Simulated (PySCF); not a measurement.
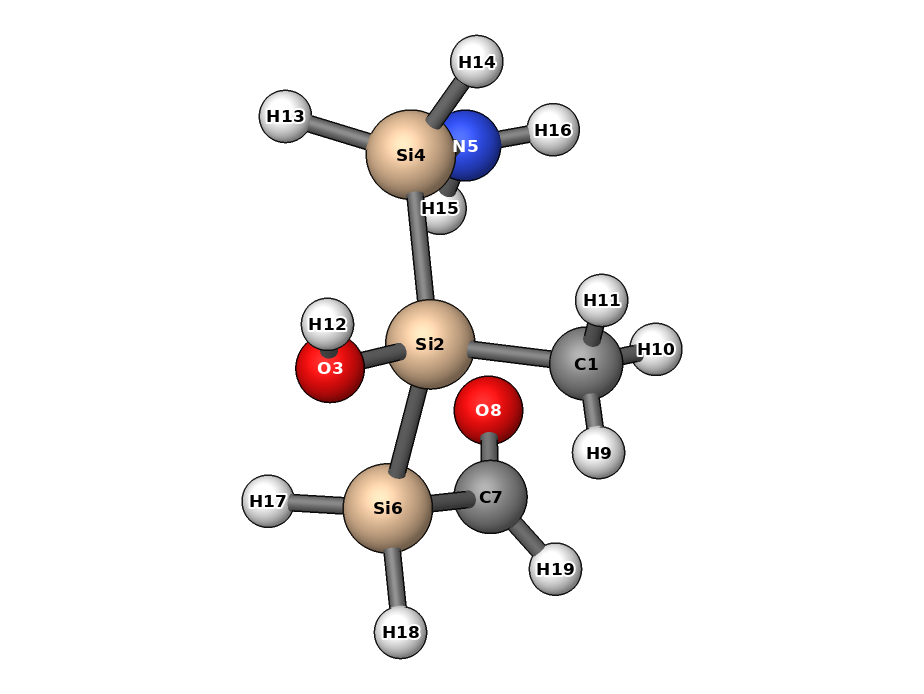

Computed geometry: GFN2-xTB optimisation. No frequency run is at hand to confirm it as a minimum. Method: GIAO PBE0/pcSseg-1 NMR shielding, non-relativistic, gas phase (PySCF 2.14.0). Principal shieldings σ11 ≤ σ22 ≤ σ33, span Ω = σ33 − σ11, skew κ = 3(σiso − σ22)/Ω.

Give the shielding tensors of the N atoms.

| atom | σ11 | σ22 | σ33 | σiso | Ω | κ |
| --- | --- | --- | --- | --- | --- | --- |
| N5 | 241.5 | 251.4 | 322.7 | 271.9 | 81.2 | 0.76 |

Shieldings and span in ppm.

The geometry is semi-empirical. Around Si such bond lengths and angles can be off by a tenth of an ångström or more and by several degrees, and values that hang on the shape move with them.
